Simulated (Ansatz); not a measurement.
# F− with SbH₃: superposition error and deformation, part 1 of 2

How much of this pair's binding is borrowed basis, and how much do the fragments pay to take the shapes they have in the pair?

Computed with Ansatz 0.2.0, Gaussian basis. Level: PBE0-D4 structures, single points in def2-TZVPPD.

Levels: PBE-D4, revPBE-D4, BLYP-D4, r2SCAN-D4, B97M-V, PBE0-D4, B3LYP-D4, HSE06-D4, wB97X-V, wB97M-V, B2PLYP, Hartree-Fock, MP2, CCSD, CCSD(T).

Cores are frozen in the correlated methods. Filled d shells of the heavier atoms are correlated. Core potentials replace the inner electrons past krypton, and spin-orbit coupling is left out. B3LYP uses VWN-RPA correlation. B2PLYP carries no dispersion term here.

129 further runs of the same task are left out: 129 set aside as unsound or not needed.

## Step 1: The starting structure

The relaxed pair: 5 atoms, charge -1, spin multiplicity 1.

Atoms are counted from 1 here; the program's logs count them from 0.

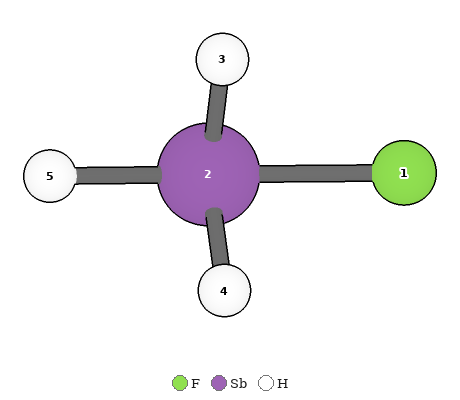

The starting geometry (fluorine green, antimony purple, hydrogen white); atoms are numbered from 1 in the order of the file.

Coordinates:

```xyz
5
charge -1, multiplicity 1
F     0.55503    1.39483   -1.45365
Sb   -0.55912    0.20228    0.00255
H     0.77855    0.58128    1.00789
H     0.16029   -1.10408   -0.84563
H    -0.93475   -1.07431    1.28894
```

Atoms 1 to 1 are fragment A (F−), the rest fragment B (SbH₃). From earlier runs, pair energy (eV) and counterpoise interaction (kcal/mol):

| method | E(pair) | interaction |
| --- | --- | --- |
| PBE-D4 | -9302.83923 | -34.79 |
| revPBE-D4 | -9306.24376 | -33.68 |
| BLYP-D4 | -9304.15299 | -32.20 |
| r2SCAN-D4 | -9306.92875 | -37.40 |
| B97M-V | -9304.70730 | -39.67 |
| PBE0-D4 | -9303.01508 | -36.68 |
| B3LYP-D4 | -9308.21067 | -34.35 |
| HSE06-D4 | -9302.82890 | -36.68 |
| wB97X-V | -9304.02852 | -35.74 |
| wB97M-V | -9303.41267 | -35.84 |
| B2PLYP | -9298.29148 | -32.76 |
| MP2 | -9282.84377 | -32.09 |
| CCSD(T) | -9283.55575 | -32.48 |

First each fragment is run alone in its own basis, frozen in the shape it has in the pair (a, b).

## Step 2: wB97X-V/def2-TZVPPD

Contents of a/in.yaml:

```yaml
crystal:
  periodic: [false, false, false]
  atoms:
    - {symbol: F, position_ang: [0.555034, 1.394832, -1.453650]}
basis:
  gaussian: {orbitals: "def2-TZVPPD.json"}
total_charge: -1
hamiltonian: {xc: {name: wB97X-V}}
```

Contents of b/in.yaml:

```yaml
crystal:
  periodic: [false, false, false]
  atoms:
    - {symbol: Sb, position_ang: [-0.559119, 0.202278, 0.002549]}
    - {symbol: H, position_ang: [0.778549, 0.581279, 1.007889]}
    - {symbol: H, position_ang: [0.160288, -1.104084, -0.845626]}
    - {symbol: H, position_ang: [-0.934751, -1.074305, 1.288938]}
basis:
  gaussian: {orbitals: "def2-TZVPPD.json"}
hamiltonian: {xc: {name: wB97X-V}}
```

The basis file named in the input lies beside it (Basis Set Exchange, JSON).

Each run has its own folder and the same command.

Command:

```sh
ansatz run in.yaml --threads 2 --pin off --events-out ev --progress --plain --max-ram 5222MiB
```

Output in a:

```text
Functional definition: wB97X-V
  name "wB97X-V"
  cite "Mardirossian & Head-Gordon, Phys. Chem. Chem. Phys. 16, 9904 (2014) doi:10.1039/C3CP54374A"
  cite "Becke, J. Chem. Phys. 107, 8554 (1997) doi:10.1063/1.475007"
  cite "Vydrov & Van Voorhis, J. Chem. Phys. 133, 244103 (2010) doi:10.1063/1.3521275"
  parameter omega = 0.3/bohr
  parameter cx = 0.167
  parameter cx1 = 0.603
  parameter cx2 = 1.194
  parameter css0 = 0.556
  parameter css1 = -0.257
  parameter cos0 = 1.219
  parameter cos1 = -1.850
  parameter b = 6.0
  parameter c = 0.01
  exchange = spin_sum(e_x_unif_sr(omega)*poly(b97_u_x, 1 - cx, cx1, cx2)) + cx*exact_x_sr(omega) + exact_x_lr(omega)
  correlation = spin_sum(e_c_pw_same_spin*poly(b97_u_same, css0, css1))
      + integral(e_c_pw_opposite_spin*poly(b97_u_opposite, cos0, cos1)) + vv10(b, c)
197 factors; their error is unknown
52 factors; integrals over basis functions are off by at most 4.8e-5 eV
mean field evaluation 1: about -2705.5467 eV, gradient 8.9e1 eV
mean field evaluation 2: about -2701.9389 eV, gradient 1.2e2 eV
mean field evaluation 4: about -2717.2989 eV, gradient 4.7e-1 eV
mean field evaluation 8: about -2717.3078 eV, gradient 1.6e-3 eV
mean field -2717.30775250 eV, -99.8592180471 hartree, gradient 5.3e-5 eV, S^2 0.000000; 0 other end points of the search recorded, 0 dependent functions left out
reference -2717.30775130 eV, -99.8592180030 hartree; 5, 5 occupied and 35, 35 virtual orbitals, 197 factors
Total energy: -2717.30775130 eV, -99.8592180030 hartree
```

Output in b (excerpt; [...] marks lines left out):

```text
[... 5 set-up lines as earlier in the session ...]
[...]
      + integral(e_c_pw_opposite_spin*poly(b97_u_opposite, cos0, cos1)) + vv10(b, c)
647 factors; their error is unknown
188 factors; integrals over basis functions are off by at most 2.2e-5 eV
[...]
mean field -6585.16845565 eV, -242.0004771577 hartree, gradient 1.1e-5 eV, S^2 0.000000; 0 other end points of the search recorded, 0 dependent functions left out
reference -6585.16845387 eV, -242.0004770921 hartree; 13, 13 occupied and 94, 94 virtual orbitals, 647 factors
Total energy: -6585.16845387 eV, -242.0004770921 hartree
```

Wall times: 0.3 s (a), 2.7 s (b) on 2 threads of Arm Neoverse V1, shared host.

## Step 3: wB97M-V/def2-TZVPPD

Each input of step 2 (a, b) changes in the same lines:

```diff
-hamiltonian: {xc: {name: wB97X-V}}
+hamiltonian: {xc: {name: wB97M-V}}
```

One command serves all of them, each in its own folder.

Command:

```sh
ansatz run in.yaml --threads 2 --pin off --events-out ev --progress --plain --max-ram 5222MiB
```

a printed (excerpt; [...] marks lines left out):

```text
Functional definition: wB97M-V
  name "wB97M-V"
  cite "Mardirossian & Head-Gordon, J. Chem. Phys. 144, 214110 (2016) doi:10.1063/1.4952647"
[... 2 set-up lines as earlier in the session ...]
  # Of w^i u^j: cxij and so on, Table III.
[...]
  gx(w, u) = 1 - cx + cx01*u + cx10*w
  gss(w, u) = css00 + css04*u^4 + css10*w + css20*w^2 + css43*w^4*u^3
  gos(w, u) = cos00 + cos10*w + (cos20 + cos21*u)*w^2 + (cos60 + cos61*u)*w^6
[...]
      + integral(e_c_pw_mod_opposite_spin*gos(b97_w_opposite, b97_u_opposite)) + vv10(b, c)
197 factors; their error is unknown
52 factors; integrals over basis functions are off by at most 4.8e-5 eV
[...]
mean field -2717.60186938 eV, -99.8700266432 hartree, gradient 1.8e-5 eV, S^2 0.000000; 0 other end points of the search recorded, 0 dependent functions left out
reference -2717.60189901 eV, -99.8700277317 hartree; 5, 5 occupied and 35, 35 virtual orbitals, 197 factors
Total energy: -2717.60189901 eV, -99.8700277317 hartree
```

Log of b (excerpt; [...] marks lines left out):

```text
[... 5 set-up lines as earlier in the session ...]
  # Of w^i u^j: cxij and so on, Table III.
[...]
  gx(w, u) = 1 - cx + cx01*u + cx10*w
  gss(w, u) = css00 + css04*u^4 + css10*w + css20*w^2 + css43*w^4*u^3
  gos(w, u) = cos00 + cos10*w + (cos20 + cos21*u)*w^2 + (cos60 + cos61*u)*w^6
[...]
      + integral(e_c_pw_mod_opposite_spin*gos(b97_w_opposite, b97_u_opposite)) + vv10(b, c)
640 factors; their error is unknown
188 factors; integrals over basis functions are off by at most 2.2e-5 eV
[...]
mean field -6584.25401214 eV, -241.9668719784 hartree, gradient 6.8e-5 eV, S^2 0.000000; 0 other end points of the search recorded, 0 dependent functions left out
reference -6584.25405633 eV, -241.9668736026 hartree; 13, 13 occupied and 94, 94 virtual orbitals, 640 factors
Total energy: -6584.25405633 eV, -241.9668736026 hartree
```

They took 0.3 s (a), 3 s (b) on 2 threads of Arm Neoverse V1, shared host.

## Step 4: B2PLYP/def2-TZVPPD

Each input of step 3 (a, b) changes in the same lines:

```diff
-hamiltonian: {xc: {name: wB97M-V}}
+hamiltonian: {xc: {name: B2PLYP}}
```

The same command starts each run, in its folder.

Command:

```sh
ansatz run in.yaml --threads 2 --pin off --events-out ev --progress --plain --max-ram 5222MiB
```

a printed (excerpt; [...] marks lines left out):

```text
Functional definition: B2PLYP
  name "B2PLYP"
  cite "Grimme, J. Chem. Phys. 124, 034108 (2006) doi:10.1063/1.2148954"
  cite "Becke, Phys. Rev. A 38, 3098 (1988) doi:10.1103/PhysRevA.38.3098"
  cite "Lee, Yang & Parr, Phys. Rev. B 37, 785 (1988) doi:10.1103/PhysRevB.37.785"
[...]
257 factors; integrals over basis functions are off by at most 1.5e-4 eV
[...]
mean field -2714.40500266 eV, -99.7525439580 hartree, gradient 9.1e-6 eV, S^2 0.000000; 0 other end points of the search recorded, 0 dependent functions left out
1 core orbitals not correlated: weight in the atoms' cores, before any rotation towards them, 1.000 or more for the frozen orbitals, at most 0.000 for the correlated occupied ones
reference -2714.40510179 eV, -99.7525476009 hartree; 4, 4 occupied and 35, 35 virtual orbitals, 257 factors
second order -9.42534965 eV of doubles, -0.00000000 eV of singles
Total energy: -2716.94994619 eV, -99.8460689078 hartree
```

Log of b (excerpt; [...] marks lines left out):

```text
[... 5 set-up lines as earlier in the session ...]
[...]
766 factors; integrals over basis functions are off by at most 4.7e-4 eV
[...]
mean field -6576.65267435 eV, -241.6875279672 hartree, gradient 4.6e-6 eV, S^2 0.000000; 0 other end points of the search recorded, 0 dependent functions left out
4 core orbitals not correlated: weight in the atoms' cores, before any rotation towards them, 1.000 or more for the frozen orbitals, at most 0.000 for the correlated occupied ones
reference -6576.65280566 eV, -241.6875327926 hartree; 9, 9 occupied and 94, 94 virtual orbitals, 766 factors
second order -12.01933314 eV of doubles, -0.00000000 eV of singles
Total energy: -6579.89802561 eV, -241.8067924260 hartree
```

They took 0.2 s (a), 1.4 s (b) on 2 threads of Arm Neoverse V1, shared host.

## Step 5: B97M-V/def2-TZVPPD

The same edit goes into each in.yaml of step 4 (a, b):

```diff
-hamiltonian: {xc: {name: B2PLYP}}
+hamiltonian: {xc: {name: B97M-V}}
```

The same command starts each run, in its folder.

Command:

```sh
ansatz run in.yaml --threads 2 --pin off --events-out ev --progress --plain --max-ram 5222MiB
```

Output in a (excerpt; [...] marks lines left out):

```text
Functional definition: B97M-V
  name "B97M-V"
  cite "Mardirossian & Head-Gordon, J. Chem. Phys. 142, 074111 (2015) doi:10.1063/1.4907719"
[... 2 set-up lines as earlier in the session ...]
  # Of w^i u^j: cxij and so on, Table III.
[...]
  gx(w, u) = cx00 + cx01*u + cx02*u^2 + (cx10 + cx11*u)*w
  gss(w, u) = css00 + css02*u^2 + css10*w + (css32*w^3 + css42*w^4)*u^2
  gos(w, u) = cos00 + cos01*u + cos03*u^3 + cos10*w + cos32*w^3*u^2
[...]
      + integral(e_c_pw_mod_opposite_spin*gos(b97_w_opposite, b97_u_opposite)) + vv10(b, c)
197 factors; their error is unknown
[...]
mean field -2717.16474812 eV, -99.8539627329 hartree, gradient 8.6e-6 eV, S^2 0.000000; 0 other end points of the search recorded, 0 dependent functions left out
reference -2717.16478331 eV, -99.8539640264 hartree; 5, 5 occupied and 35, 35 virtual orbitals, 197 factors
Total energy: -2717.16478331 eV, -99.8539640264 hartree
```

b printed (excerpt; [...] marks lines left out):

```text
[... 5 set-up lines as earlier in the session ...]
  # Of w^i u^j: cxij and so on, Table III.
[...]
  gx(w, u) = cx00 + cx01*u + cx02*u^2 + (cx10 + cx11*u)*w
  gss(w, u) = css00 + css02*u^2 + css10*w + (css32*w^3 + css42*w^4)*u^2
  gos(w, u) = cos00 + cos01*u + cos03*u^3 + cos10*w + cos32*w^3*u^2
[...]
      + integral(e_c_pw_mod_opposite_spin*gos(b97_w_opposite, b97_u_opposite)) + vv10(b, c)
590 factors; their error is unknown
[...]
mean field -6585.81900756 eV, -242.0243844994 hartree, gradient 2.0e-5 eV, S^2 0.000000; 0 other end points of the search recorded, 0 dependent functions left out
reference -6585.81906045 eV, -242.0243864431 hartree; 13, 13 occupied and 94, 94 virtual orbitals, 590 factors
Total energy: -6585.81906045 eV, -242.0243864431 hartree
```

Wall times: 0.3 s (a), 2.8 s (b) on 2 threads of Arm Neoverse V1, shared host.

## Step 6: CCSD(T)/def2-TZVPPD

The same edit goes into each in.yaml of step 5 (a, b):

```diff
-hamiltonian: {xc: {name: B97M-V}}
+correlation: {method: ccsd_t}
```

Each run has its own folder and the same command.

Command:

```sh
ansatz run in.yaml --threads 2 --pin off --events-out ev --progress --plain --max-ram 5222MiB
```

Log of a (excerpt; [...] marks lines left out):

```text
Functional definition: HF
  name "HF"
  cite "Fock, Z. Phys. 61, 126 (1930) doi:10.1007/BF01340294"
  parent pbe
[...]
257 factors; integrals over basis functions are off by at most 1.5e-4 eV
[...]
mean field -2706.33087263 eV, -99.4558251521 hartree, gradient 3.0e-6 eV, S^2 0.000000; 0 other end points of the search recorded, 0 dependent functions left out
1 core orbitals not correlated: weight in the atoms' cores, before any rotation towards them, 1.000 or more for the frozen orbitals, at most 0.000 for the correlated occupied ones
reference -2706.33087263 eV, -99.4558251521 hartree; 4, 4 occupied and 35, 35 virtual orbitals, 257 factors
second order -7.81390746 eV of doubles, -0.00000000 eV of singles
cycle   1  -7.41661807 eV  change    4.0e-1 eV  update   9.9e-2
[...]
cycle   9  -7.66117946 eV  change    1.9e-6 eV  update   3.4e-6
perturbative correction -0.25873590 eV, -0.0095083691 hartree
Total energy: -2714.25078799 eV, -99.7468766733 hartree
```

Output in b (excerpt; [...] marks lines left out):

```text
[... 4 set-up lines as earlier in the session ...]
[...]
766 factors; integrals over basis functions are off by at most 4.7e-4 eV
[...]
mean field -6557.15394078 eV, -240.9709627250 hartree, gradient 1.9e-6 eV, S^2 0.000000; 0 other end points of the search recorded, 0 dependent functions left out
4 core orbitals not correlated: weight in the atoms' cores, before any rotation towards them, 1.000 or more for the frozen orbitals, at most 0.000 for the correlated occupied ones
reference -6557.15394078 eV, -240.9709627250 hartree; 9, 9 occupied and 94, 94 virtual orbitals, 766 factors
second order -10.08198710 eV of doubles, -0.00000000 eV of singles
cycle   1  -10.03831062 eV  change    4.4e-2 eV  update   8.1e-2
[...]
cycle   9  -10.39145311 eV  change   -1.3e-6 eV  update   1.1e-5
perturbative correction -0.28056026 eV, -0.0103103994 hartree
Total energy: -6567.82595415 eV, -241.3631519825 hartree
```

Wall times: 0.2 s (a), 4.5 s (b) on 2 threads of Arm Neoverse V1, shared host; peak memory 0.43 GiB.

## Step 7: Relaxing SbH₃ alone

Contents of relax-b/in.yaml:

```yaml
crystal:
  periodic: [false, false, false]
  atoms:
    - {symbol: Sb, position_ang: [-0.559119, 0.202278, 0.002549]}
    - {symbol: H, position_ang: [0.778549, 0.581279, 1.007889]}
    - {symbol: H, position_ang: [0.160288, -1.104084, -0.845626]}
    - {symbol: H, position_ang: [-0.934751, -1.074305, 1.288938]}
basis:
  gaussian: {orbitals: def2-TZVP}
hamiltonian: {xc: pbe0, dispersion: d4}
relax: {f_tol: 0.005, max_steps: 200}
```

Command:

```sh
ansatz run in.yaml --threads 2 --pin off --events-out ev --progress --plain --max-ram 5222MiB
```

Standard output (excerpt; [...] marks lines left out):

```text
Functional definition: PBE0
  name "PBE0"
  cite "Adamo & Barone, J. Chem. Phys. 110, 6158 (1999) doi:10.1063/1.478522"
  cite "Perdew, Burke & Ernzerhof, Phys. Rev. Lett. 77, 3865 (1996) doi:10.1103/PhysRevLett.77.3865"
[... 1 set-up line as earlier in the session ...]
[...]
573 factors; their error is unknown
[...]
mean field -6585.77404495 eV, -242.0227321538 hartree, gradient 9.8e-6 eV, S^2 0.000000; 0 other end points of the search recorded, 0 dependent functions left out
[...]
reference -6585.77407178 eV, -242.0227331400 hartree; 13, 13 occupied and 55, 55 virtual orbitals, 573 factors
relax step   1: F+E_penalty+E_count = -6585.80842792 eV  Δ(F+E_penalty+E_count) = +0.000e0 eV  max|allowed force component| = 1.356e0 eV/Å  Δτ_max = 0.0000 Å  (23 SCF iters, accepted)
[...]
relax step   3: F+E_penalty+E_count = -6586.00290970 eV  Δ(F+E_penalty+E_count) = -1.720e-1 eV  max|allowed force component| = 5.411e-2 eV/Å  Δτ_max = 0.0706 Å  (26 SCF iters, accepted)
[...]
relax step   4: F+E_penalty+E_count = -6586.00354994 eV  Δ(F+E_penalty+E_count) = -6.402e-4 eV  max|allowed force component| = 3.847e-3 eV/Å  Δτ_max = 0.0105 Å  (27 SCF iters, accepted)
573 factors; their error is unknown
mean field -6585.96920692 eV, -242.0299042241 hartree, gradient 2.1e-5 eV, S^2 0.000000; 1 other end points of the search recorded, 0 dependent functions left out
[...]
reference -6585.96923424 eV, -242.0299052282 hartree; 13, 13 occupied and 55, 55 virtual orbitals, 573 factors
Total energy: -6586.00357727 eV, -242.0311673110 hartree
Atom 0 at    -0.606605     0.125187     0.088574 Å, force    -0.003847     0.003806    -0.002178 eV/Å
Atom 1 at     0.819542     0.556543     0.922507 Å, force     0.000500    -0.002255     0.000406 eV/Å
Atom 2 at     0.233662    -1.040477    -0.833699 Å, force     0.001009    -0.000869     0.001930 eV/Å
Atom 3 at    -1.001632    -1.036085     1.276369 Å, force     0.002339    -0.000683    -0.000159 eV/Å
Dipole moment:    -0.042063     0.042605    -0.024711 e Å
```

Wall time 3.1 s (2 threads of Arm Neoverse V1, shared host).

Step by step:

| step | energy from step 1 (eV) | largest force component (eV/Å) |
| --- | --- | --- |
| 1 | 0.0000 | 1.3555 |
| 2 | -0.0225 | 1.9505 |
| 3 | -0.1945 | 0.0541 |
| 4 | -0.1951 | 0.0038 |

Distances of close pairs at the start and the end, largest changes first:

| bond | before (Å) | after (Å) | change (Å) |
| --- | --- | --- | --- |
| Sb1–H4 | 1.851 | 1.707 | -0.143 |
| Sb1–H2 | 1.716 | 1.707 | -0.008 |
| Sb1–H3 | 1.716 | 1.707 | -0.008 |

## Step 8: PBE-D4/def2-TZVPPD

Contents of free-b/in.yaml:

```yaml
crystal:
  periodic: [false, false, false]
  atoms:
    - {symbol: Sb, position_ang: [-0.606605, 0.125187, 0.088574]}
    - {symbol: H, position_ang: [0.819542, 0.556543, 0.922507]}
    - {symbol: H, position_ang: [0.233662, -1.040477, -0.833699]}
    - {symbol: H, position_ang: [-1.001632, -1.036085, 1.276369]}
basis:
  gaussian: {orbitals: "def2-TZVPPD.json"}
hamiltonian: {xc: pbe, dispersion: d4}
```

Command:

```sh
ansatz run in.yaml --threads 2 --pin off --events-out ev --progress --plain --max-ram 5222MiB
```

Standard output:

```text
Functional definition: PBE
  name "PBE"
[... 2 set-up lines as earlier in the session ...]
  parameter kappa = 0.804
  parameter beta = 0.06672455060314922
  exchange = pbe_x(kappa = kappa, mu = beta*pi^2/3)
  correlation = pbe_c(beta = beta)
590 factors; their error is unknown
mean field evaluation 1: about -6584.8684 eV, gradient 1.4e1 eV
mean field evaluation 2: about -6584.8752 eV, gradient 1.6e1 eV
mean field evaluation 4: about -6585.6011 eV, gradient 6.8e-1 eV
mean field evaluation 8: about -6585.5909 eV, gradient 4.3e-3 eV
mean field -6585.59088615 eV, -242.0160011921 hartree, gradient 4.5e-5 eV, S^2 0.000000; 0 other end points of the search recorded, 0 dependent functions left out
reference -6585.59092251 eV, -242.0160025284 hartree; 13, 13 occupied and 94, 94 virtual orbitals, 590 factors
Total energy: -6585.63276958 eV, -242.0175403798 hartree
```

Run time: 0.65 s. Hardware: 2 threads of Arm Neoverse V1, shared host.

## Step 9: r2SCAN-D4/def2-TZVPPD

free-b/in.yaml: that of step 8 with these lines changed.

```diff
@@ -9,2 +9,2 @@
   gaussian: {orbitals: "def2-TZVPPD.json"}
-hamiltonian: {xc: pbe, dispersion: d4}
+hamiltonian: {xc: r2scan, dispersion: d4}
```

Command:

```sh
ansatz run in.yaml --threads 2 --pin off --events-out ev --progress --plain --max-ram 5222MiB
```

Standard output:

```text
Functional definition: r2SCAN
  name "r2SCAN"
  cite "Furness, Kaplan, Ning, Perdew & Sun, J. Phys. Chem. Lett. 11, 8208 (2020) doi:10.1021/acs.jpclett.0c02405"
  cite "Furness, Kaplan, Ning, Perdew & Sun, J. Phys. Chem. Lett. 11, 9248 (2020) doi:10.1021/acs.jpclett.0c03077"
  parent r2scan
  parameter k0 = 0.174
  parameter k1 = 0.065
  parameter a1 = 4.9479
  exchange = r2scan_x(k0 = k0, k1 = k1, a1 = a1)
  correlation = r2scan_c
590 factors; their error is unknown
mean field evaluation 1: about -6588.0193 eV, gradient 1.1e1 eV
mean field evaluation 2: about -6588.1126 eV, gradient 1.1e1 eV
mean field evaluation 4: about -6588.4258 eV, gradient 5.7e-1 eV
mean field evaluation 8: about -6588.4171 eV, gradient 1.1e-2 eV
mean field -6588.41709873 eV, -242.1198625888 hartree, gradient 2.1e-5 eV, S^2 0.000000; 0 other end points of the search recorded, 0 dependent functions left out
reference -6588.41710978 eV, -242.1198629949 hartree; 13, 13 occupied and 94, 94 virtual orbitals, 590 factors
Total energy: -6588.42602435 eV, -242.1201905992 hartree
```

Run time: 1.4 s. Hardware: 2 threads of Arm Neoverse V1, shared host.

## Step 10: PBE0-D4/def2-TZVPPD

free-b/in.yaml: that of step 9 with these lines changed.

```diff
@@ -9,2 +9,3 @@
   gaussian: {orbitals: "def2-TZVPPD.json"}
-hamiltonian: {xc: r2scan, dispersion: d4}
+hamiltonian: {xc: pbe0, dispersion: d4}
+output: {orbitals: {seedname: orbitals}}
```

Command:

```sh
ansatz run in.yaml --threads 2 --pin off --events-out ev --progress --plain --max-ram 5222MiB
```

Standard output (excerpt; [...] marks lines left out):

```text
[... 5 set-up lines as earlier in the session ...]
  parameter a = 0.25
[... 2 set-up lines as earlier in the session ...]
  exchange = (1 - a)*pbe_x(kappa = kappa, mu = beta*pi^2/3) + a*exact_x
[... 1 set-up line as earlier in the session ...]
660 factors; their error is unknown
mean field evaluation 1: about -6585.6017 eV, gradient 8.4e0 eV
mean field evaluation 2: about -6585.7170 eV, gradient 6.7e0 eV
mean field evaluation 4: about -6585.8181 eV, gradient 2.2e-1 eV
mean field evaluation 8: about -6585.9858 eV, gradient 2.5e-3 eV
mean field -6585.98575822 eV, -242.0305124732 hartree, gradient 4.7e-5 eV, S^2 0.000000; 0 other end points of the search recorded, 0 dependent functions left out
reference -6585.98578496 eV, -242.0305134557 hartree; 13, 13 occupied and 94, 94 virtual orbitals, 660 factors
Total energy: -6586.02012798 eV, -242.0317755385 hartree
```

Run time: 0.8 s. Hardware: 2 threads of Arm Neoverse V1, shared host.

(Continued in part 2 of 2.)
